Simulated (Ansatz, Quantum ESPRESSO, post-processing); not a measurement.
# Zr2CO2 MXene, 1 layer in a field-effect set-up, part 5 of 8

How rigid are the bands of Zr2CO2 MXene, 1 layer under field-effect doping?

Quantum ESPRESSO 7.5; plane-wave DFT, LDA, GBRV ultrasoft pseudopotentials; geometry by Ansatz 0.2.0 with PAW datasets.

So far. Step 7 (Ground state: charge -0.0375 e against a gate): The run needed 17 iterations to bring the estimated error under 1e-07 Ry. Step 8 (Valence density): The density integrates to 40.038 electrons, as the 40.04 of the input ask.

### Step 11. Self-consistent run: charge 0.0375 e against a gate

g2.in

```
&control
  prefix = 'g2'
  outdir = './out'
  pseudo_dir = './pseudo'
  calculation = 'scf'
  tprnfor = .true.
  tefield = .true.
  dipfield = .true.
  gate = .true.
/
&system
  ibrav = 0
  nat = 5
  ntyp = 3
  ecutwfc = 40
  ecutrho = 200
  occupations = 'smearing'
  smearing = 'fd'
  degauss = 0.004
  edir = 3
  emaxpos = 0.20319
  eopreg = 0.01
  eamp = 0.0
  zgate = 0.21519
  block = .true.
  block_1 = 0.140986
  block_2 = 0.289393
  block_height = 2.0
  tot_charge = 0.0375
  nbnd = 26
/
&electrons
  conv_thr = 1e-07
  mixing_beta = 0.4
  electron_maxstep = 120
  mixing_mode = 'local-TF'
  startingpot = 'file'
/
ATOMIC_SPECIES
  O   15.9990  o_lda_v1.2.uspp.F.UPF
  Zr  91.2240  zr_lda_v1.uspp.F.UPF
  C   12.0110  c_lda_v1.2.uspp.F.UPF
CELL_PARAMETERS angstrom
  3.30646442790344 0.00000000000000 0.00000000000000
  -1.65323221395172 2.86348219127396 -0.00000000000000
  0.00000000000000 -0.00000000000000 26.95294679560000
ATOMIC_POSITIONS crystal
  O   0.333333333333 0.666666666667 0.414028247338
  Zr  0.666666666667 0.333333333333 0.448126982311
  C   -0.000000000000 -0.000000000000 0.499999872189
  Zr  0.333333333333 0.666666666667 0.551873119833
  O   0.666666666667 0.333333333333 0.585971778329
K_POINTS automatic
  12 12 1 0 0 0
```

Command:

```sh
$ cp -r out/g1.save out/g2.save
$ OMP_NUM_THREADS=1 mpirun -n 4 pw.x -nk 4 -in g2.in > g2.out
```

The program printed:

```text
[banner, memory and clock lines left out]
Program PWSCF v.7.5 starts
[...]
Message from routine setup:
[...]
number of electrons       =        39.96
     number of Kohn-Sham states=           26
     kinetic-energy cutoff     =      40.0000  Ry
     charge density cutoff     =     200.0000  Ry
[...]
number of k points=    19  Fermi-Dirac smearing, width (Ry)=  0.0040
[...]
Dense  grid:    82111 G-vectors     FFT dimensions: (  30,  30, 240)
[...]
The initial density is read from file :
[...]
negative rho (up, down):  1.250E-01 0.000E+00
[...]
Starting wfcs are   38 randomized atomic wfcs
[...]
negative rho (up, down):  1.254E-01 0.000E+00
[...]
estimated scf accuracy    <       0.49181655 Ry
[...]
negative rho (up, down):  1.279E-01 0.000E+00
[...]
estimated scf accuracy    <       0.27783022 Ry
[...]
negative rho (up, down):  1.307E-01 0.000E+00
[...]
estimated scf accuracy    <       0.04512444 Ry
[...]
negative rho (up, down):  1.312E-01 0.000E+00
[...]
estimated scf accuracy    <       0.00621914 Ry
[...]
negative rho (up, down):  1.311E-01 0.000E+00
[...]
estimated scf accuracy    <       0.00280026 Ry
[...]
negative rho (up, down):  1.302E-01 0.000E+00
[...]
estimated scf accuracy    <       0.00103075 Ry
[...]
negative rho (up, down):  1.274E-01 0.000E+00
[...]
estimated scf accuracy    <       0.00076113 Ry
[...]
negative rho (up, down):  1.264E-01 0.000E+00
[...]
estimated scf accuracy    <       0.00037770 Ry
[...]
negative rho (up, down):  1.247E-01 0.000E+00
[...]
estimated scf accuracy    <       0.00032709 Ry
[...]
negative rho (up, down):  1.247E-01 0.000E+00
[...]
estimated scf accuracy    <       0.00022047 Ry
[...]
negative rho (up, down):  1.254E-01 0.000E+00
[...]
estimated scf accuracy    <       0.00014326 Ry
[...]
negative rho (up, down):  1.251E-01 0.000E+00
[...]
estimated scf accuracy    <       0.00009254 Ry
[...]
negative rho (up, down):  1.254E-01 0.000E+00
[...]
estimated scf accuracy    <       0.00004231 Ry
[...]
negative rho (up, down):  1.255E-01 0.000E+00
[...]
estimated scf accuracy    <       0.00001497 Ry
[...]
negative rho (up, down):  1.254E-01 0.000E+00
[...]
estimated scf accuracy    <       0.00001096 Ry
[...]
negative rho (up, down):  1.254E-01 0.000E+00
[...]
estimated scf accuracy    <       0.00000192 Ry
[...]
negative rho (up, down):  1.253E-01 0.000E+00
[...]
estimated scf accuracy    <       0.00000106 Ry
[...]
negative rho (up, down):  1.253E-01 0.000E+00
[...]
Total length         50.4244 bohr
[...]
estimated scf accuracy    <       0.00000019 Ry
[...]
negative rho (up, down):  1.253E-01 0.000E+00
[...]
Computed dipole along edir(3) :
[...]
Dipole                0.3487 Ry au,          0.8864 Debye
        Dipole field          0.0025 Ry au,
        Potential amp.       -0.2566 Ry
        Total length         50.4244 bohr
[...]
the Fermi energy is    -1.6641 ev
!    total energy              =    -270.47500640 Ry
     estimated scf accuracy    <       0.00000007 Ry
     smearing contrib. (-TS)   =      -0.00015510 Ry
     internal energy E=F+TS    =    -270.47485130 Ry
[...]
one-electron contribution =   -3097.56900591 Ry
     hartree contribution      =    1548.73442480 Ry
     xc contribution           =     -53.36878616 Ry
     ewald contribution        =    1326.04801765 Ry
     electric field correction =       0.00088750 Ry
     gate field correction     =       5.67961082 Ry
     convergence has been achieved in  19 iterations
     negative rho (up, down):  1.253E-01 0.000E+00
[...]
Total force =     0.046965     Total SCF correction =     0.001023
[...]
```

Run time: 36 s. Hardware: 4 MPI ranks of Arm Neoverse V2, shared host; peak memory 0.55 GiB.

Read from the output:

```
Fermi energy : -1.664 eV
```

### Step 12. Valence density

g2.rho.in

```
&inputpp
  prefix = 'g2'
  outdir = './out'
  filplot = 'g2.rho.dat'
  plot_num = 0
/
```

Command:

```sh
$ OMP_NUM_THREADS=1 mpirun -n 4 pp.x -in g2.rho.in > g2.rho.out
```

Run time: 0.95 s. Hardware: 4 MPI ranks; peak memory 0.11 GiB.

This step gave:

| Item | Value |
| --- | --- |
| electrons by integration | 39.96 e |

### Step 13. Potential by pp.x

The vacuum level is read from the electrostatic potential (plot_num = 11), averaged over planes.

g2.pot.in

```
&inputpp
  prefix = 'g2'
  outdir = './out'
  filplot = 'g2.pot.dat'
  plot_num = 11
/
```

Command:

```sh
$ OMP_NUM_THREADS=1 mpirun -n 4 pp.x -in g2.pot.in > g2.pot.out
```

Wall time 0.95 s (4 MPI ranks); peak memory 0.11 GiB.

### Step 14. Bands along a path: charge 0.0375 e against a gate

g2.bands.in

```
&control
  prefix = 'g2.bands'
  outdir = './out'
  pseudo_dir = './pseudo'
  calculation = 'bands'
  tefield = .true.
  dipfield = .true.
  gate = .true.
/
&system
  ibrav = 0
  nat = 5
  ntyp = 3
  ecutwfc = 40
  ecutrho = 200
  occupations = 'smearing'
  smearing = 'fd'
  degauss = 0.004
  edir = 3
  emaxpos = 0.20319
  eopreg = 0.01
  eamp = 0.0
  zgate = 0.21519
  block = .true.
  block_1 = 0.140986
  block_2 = 0.289393
  block_height = 2.0
  tot_charge = 0.0375
  nbnd = 26
/
&electrons
  conv_thr = 1e-07
  mixing_beta = 0.4
  electron_maxstep = 120
  mixing_mode = 'local-TF'
/
ATOMIC_SPECIES
  O   15.9990  o_lda_v1.2.uspp.F.UPF
  Zr  91.2240  zr_lda_v1.uspp.F.UPF
  C   12.0110  c_lda_v1.2.uspp.F.UPF
CELL_PARAMETERS angstrom
  3.30646442790344 0.00000000000000 0.00000000000000
  -1.65323221395172 2.86348219127396 -0.00000000000000
  0.00000000000000 -0.00000000000000 26.95294679560000
ATOMIC_POSITIONS crystal
  O   0.333333333333 0.666666666667 0.414028247338
  Zr  0.666666666667 0.333333333333 0.448126982311
  C   -0.000000000000 -0.000000000000 0.499999872189
  Zr  0.333333333333 0.666666666667 0.551873119833
  O   0.666666666667 0.333333333333 0.585971778329
K_POINTS crystal_b
4
  0.0000000000 0.0000000000 0.0000000000 14
  0.5000000000 0.0000000000 0.0000000000 14
  0.3333333333 0.3333333333 0.0000000000 14
  0.0000000000 0.0000000000 0.0000000000 1
```

Command:

```sh
$ cp -r out/g2.save out/g2.bands.save
$ cp out/g2.xml out/g2.bands.xml
$ OMP_NUM_THREADS=1 mpirun -n 4 pw.x -nk 4 -in g2.bands.in > g2.bands.out
```

The program printed:

```text
[banner, memory and clock lines left out]
Program PWSCF v.7.5 starts
[citation notice left out]

[...]
Message from routine setup:
[...]
bravais-lattice index     =            0
     lattice parameter (alat)  =       6.2483  a.u.
     unit-cell volume          =    1722.1112 (a.u.)^3
     number of atoms/cell      =            5
     number of atomic types    =            3
     number of electrons       =        39.96
     number of Kohn-Sham states=           26
     kinetic-energy cutoff     =      40.0000  Ry
     charge density cutoff     =     200.0000  Ry
     Exchange-correlation= SLA  PZ   NOGX NOGC
                           (   1   1   0   0   0   0   0)

[...]
PseudoPot. # 1 for O  read from file:
     ./pseudo/o_lda_v1.2.uspp.F.UPF
     Pseudo is Ultrasoft + core correction, Zval =  6.0
     Generated by new atomic code, or converted to UPF format
     Using radial grid of  737 points,  5 beta functions with:
                l(1) =   0
                l(2) =   0
                l(3) =   1
                l(4) =   1
                l(5) =   2
     Q(r) pseudized with  8 coefficients,  rinner =    0.900   0.900   0.900
                                                       0.900   0.900

     PseudoPot. # 2 for Zr read from file:
     ./pseudo/zr_lda_v1.uspp.F.UPF
     Pseudo is Ultrasoft + core correction, Zval = 12.0
     Generated by new atomic code, or converted to UPF format
     Using radial grid of  887 points,  6 beta functions with:
                l(1) =   0
                l(2) =   0
                l(3) =   1
                l(4) =   1
                l(5) =   2
                l(6) =   2
     Q(r) pseudized with  6 coefficients,  rinner =    1.200   1.200   1.200
                                                       1.200   1.200

     PseudoPot. # 3 for C  read from file:
     ./pseudo/c_lda_v1.2.uspp.F.UPF
     Pseudo is Ultrasoft + core correction, Zval =  4.0
     Generated by new atomic code, or converted to UPF format
     Using radial grid of  721 points,  4 beta functions with:
                l(1) =   0
                l(2) =   0
                l(3) =   1
                l(4) =   1
     Q(r) pseudized with  8 coefficients,  rinner =    1.100   1.100   1.100

     atomic species   valence    mass     pseudopotential
     O                 6.00    15.99900     O ( 1.00)
     Zr               12.00    91.22400     Zr( 1.00)
     C                 4.00    12.01100     C ( 1.00)

      6 Sym. Ops. (no inversion) found

                                    s                        frac. trans.

      isym =  1     identity

 cryst.   s( 1) = (     1          0          0      )
                  (     0          1          0      )
                  (     0          0          1      )

 cart.    s( 1) = (  1.0000000  0.0000000  0.0000000 )
                  (  0.0000000  1.0000000  0.0000000 )
                  (  0.0000000  0.0000000  1.0000000 )

      isym =  2     120 deg rotation - cryst. axis [0,0,1]

 cryst.   s( 2) = (     0          1          0      )
                  (    -1         -1          0      )
                  (     0          0          1      )

 cart.    s( 2) = ( -0.5000000 -0.8660254  0.0000000 )
                  (  0.8660254 -0.5000000  0.0000000 )
                  (  0.0000000  0.0000000  1.0000000 )

      isym =  3     120 deg rotation - cryst. axis [0,0,-1]

 cryst.   s( 3) = (    -1         -1          0      )
                  (     1          0          0      )
                  (     0          0          1      )

 cart.    s( 3) = ( -0.5000000  0.8660254  0.0000000 )
                  ( -0.8660254 -0.5000000  0.0000000 )
                  (  0.0000000  0.0000000  1.0000000 )

      isym =  4     inv. 180 deg rotation - cart. axis [1,0,0]

 cryst.   s( 4) = (    -1          0          0      )
                  (     1          1          0      )
                  (     0          0          1      )

 cart.    s( 4) = ( -1.0000000  0.0000000  0.0000000 )
                  (  0.0000000  1.0000000  0.0000000 )
                  (  0.0000000  0.0000000  1.0000000 )

      isym =  5     inv. 180 deg rotation - cryst. axis [0,1,0]

 cryst.   s( 5) = (     1          1          0      )
                  (     0         -1          0      )
                  (     0          0          1      )

 cart.    s( 5) = (  0.5000000  0.8660254  0.0000000 )
                  (  0.8660254 -0.5000000  0.0000000 )
                  (  0.0000000  0.0000000  1.0000000 )

      isym =  6     inv. 180 deg rotation - cryst. axis [1,1,0]

 cryst.   s( 6) = (     0         -1          0      )
                  (    -1          0          0      )
                  (     0          0          1      )

 cart.    s( 6) = (  0.5000000 -0.8660254  0.0000000 )
                  ( -0.8660254 -0.5000000  0.0000000 )
                  (  0.0000000  0.0000000  1.0000000 )

[...]
number of k points=    43  Fermi-Dirac smearing, width (Ry)=  0.0040
[...]
Dense  grid:    82111 G-vectors     FFT dimensions: (  30,  30, 240)

     Smooth grid:    59053 G-vectors     FFT dimensions: (  25,  25, 216)

     Dynamical RAM for                 wfc:       2.92 MB

     Dynamical RAM for     wfc (w. buffer):       2.92 MB

     Dynamical RAM for           str. fact:       3.76 MB

     Dynamical RAM for           local pot:       0.00 MB

     Dynamical RAM for          nlocal pot:       7.86 MB

     Dynamical RAM for                qrad:       3.41 MB

     Dynamical RAM for          rho,v,vnew:       8.70 MB

     Dynamical RAM for           G-vectors:       5.15 MB

     Dynamical RAM for          h,s,v(r/c):       0.12 MB

     Dynamical RAM for          <psi|beta>:       0.03 MB

     Dynamical RAM for                 psi:       5.84 MB

     Dynamical RAM for                hpsi:       5.84 MB

     Dynamical RAM for                spsi:       5.84 MB

     Dynamical RAM for      wfcinit/wfcrot:       5.85 MB

     Dynamical RAM for           addusdens:      59.82 MB

     Adding charged plate to compensate the charge of the system - add_gatefield
     see PRB 89, 245406 (2014), works only for 2D systems perpendicular to z
                                i.e. 3rd lattice vector is (0,0,c)

        prefactor of the potential in [Ha a.u.]:     0.006969
               position of the gate within cell:     0.21519
         ion-gate + gate-gate contribution to the total energy:     5.679611
                         gate-gate contribution:     0.002218

        Adding potential to prevent charge spilling into region of the gate
        Potential is linearly increased and decreased within the first/last eopreg of block_size
        block_size =  0.14841 in units of unit cell length
        block_height =  2.00000 in Ry

     The potential is recalculated from file :
     ./out/g2.bands.save/charge-density

     negative rho (up, down):  1.253E-01 0.000E+00

     Adding external electric field

     Computed dipole along edir(3) :
        Elec. dipole         -3.0908 Ry au,         -7.8559 Debye
        Ion. dipole          -3.0882 Ry au,         -7.8495 Debye
        Dipole                0.3487 Ry au,          0.8864 Debye
        Dipole field          0.0025 Ry au,

        Potential amp.       -0.2566 Ry
        Total length         50.4244 bohr

     Starting wfcs are   38 randomized atomic wfcs

     Band Structure Calculation
     Davidson diagonalization with overlap

     Computing kpt #:     1  of    11 on this pool

     Computing kpt #:     2  of    11 on this pool

     Computing kpt #:     3  of    11 on this pool

     Computing kpt #:     4  of    11 on this pool

     Computing kpt #:     5  of    11 on this pool

     Computing kpt #:     6  of    11 on this pool

     Computing kpt #:     7  of    11 on this pool

     Computing kpt #:     8  of    11 on this pool

     Computing kpt #:     9  of    11 on this pool

     Computing kpt #:    10  of    11 on this pool

     Computing kpt #:    11  of    11 on this pool

     ethr =  2.50E-10,  avg # of iterations = 48.0

     End of band structure calculation

          k = 0.0000 0.0000 0.0000 (  7375 PWs)   bands (ev):

   -50.1386 -50.0618 -28.5391 -28.1869 -27.9547 -27.9547 -27.8817 -27.8817
   -19.3297 -19.1495 -10.9631  -6.6601  -6.4134  -6.4134  -6.0610  -6.0610
    -5.5874  -2.6579  -1.5027  -1.5027   0.2885   0.2885   0.7614   1.7011
     1.7011   2.7446

          k = 0.0357 0.0206 0.0000 (  7383 PWs)   bands (ev):

   -50.1376 -50.0608 -28.5358 -28.1888 -27.9644 -27.9571 -27.8931 -27.8836
   -19.3214 -19.1423 -10.9656  -6.6537  -6.4079  -6.4006  -6.0705  -6.0513
    -5.5666  -2.6306  -1.6213  -1.5601   0.3228   0.3584   0.7500   1.7063
     1.7429   2.7305

[...]
```

Run time: 30 s. Hardware: 4 MPI ranks; peak memory 0.4 GiB; 2 min of CPU time.

This step gave:

| Item | Value |
| --- | --- |
| valence top, on the run's zero | -1.503 eV |
| conduction bottom, on the run's zero | -0.5559 eV |
| gap by band count | 0.9468 eV |

Band numbers count within the set of bands kept for display. The electronic bands at the labelled points (eV, zero at the Fermi level; # counts the bands kept):

```csv
point,#6,#7,#8,#9,#10,#11,#12,#13
Γ,-3.92,-0.99,0.16,0.16,1.95,1.95,2.43,3.37
M,-3.18,-2.63,-1.15,-0.86,1.11,3.29,4.05,4.39
K,-3.43,-2.10,-2.06,-2.01,2.25,3.11,3.23,3.98
Γ,-3.92,-0.99,0.16,0.16,1.95,1.95,2.43,3.37
```

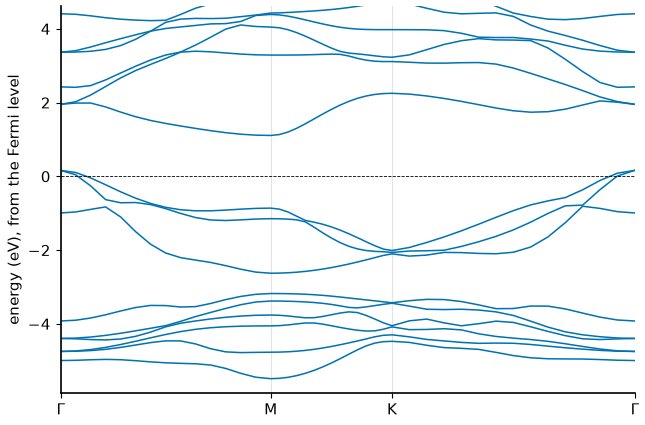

Electronic bands along the path.

An edge by band count lies at the Fermi level or within reach of the smearing, so that band is partly filled.

Along this path the valence top lies at Γ and the conduction bottom at M.

### Step 15. Induced charge

The planar mean oscillates, so the rows of the table below give means over windows of 2 Å about each position, cut where the curve ends. Its maxima inside the range that stand out by 2 % of the span (Å: e/Å³): 11.0: -0.00127, 12.1: 2.6e-4, 14.5: 2.2e-4. Its minima: 10.6: -0.00249, 11.2: -0.00151, 13.5: -9.9e-4, 15.8: -2.4e-4.

Planar mean against z; means over each step:

```csv
z (Å),planar mean (e/Å³)
6,-2.0e-7
8,-3.7e-5
10,-0.00136
12,-4.1e-4
14,-1.6e-4
16,-1.0e-5
18,2.2e-6
20,6.8e-9
```

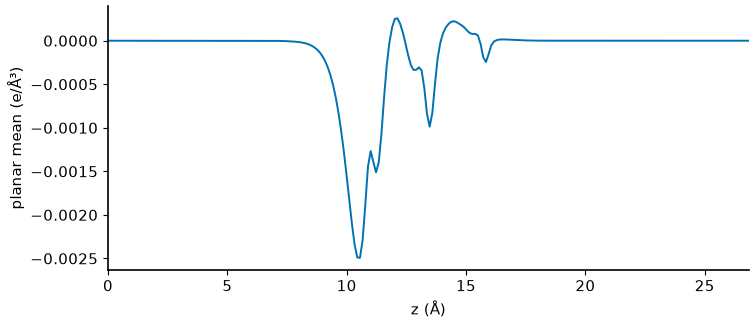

Planar mean against z.

Running integral, electrons below z against z:

```csv
z (Å),"running integral, electrons below z (e/Å²)"
6,-2.4e-8
8,-7.5e-6
10,-8.5e-4
12,-0.00355
14,-0.00412
16,-0.00397
18,-0.00396
20,-0.00396
22,-0.00396
24,-0.00396
26,-0.00396
```

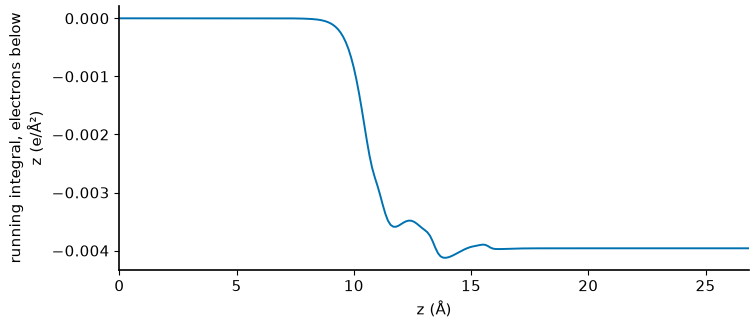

Running integral, electrons below z against z.

[end of part 5 of 8]

[Logs are printed without paths, hosts, clocks, repeated set-up lines and the standing remarks that a program may print on its own settings, such as how far it seeks lower states.]

[Hosts, paths, dates, database ids (printed as entryN), source tags and the programs' standing remarks are cut or masked in the printed files.]

[Maps of the electrostatic potential energy from Ansatz leave out the sawtooth potential of an applied field or a dipole correction, so their vacuum need not be flat; planar profiles and work functions include it.]
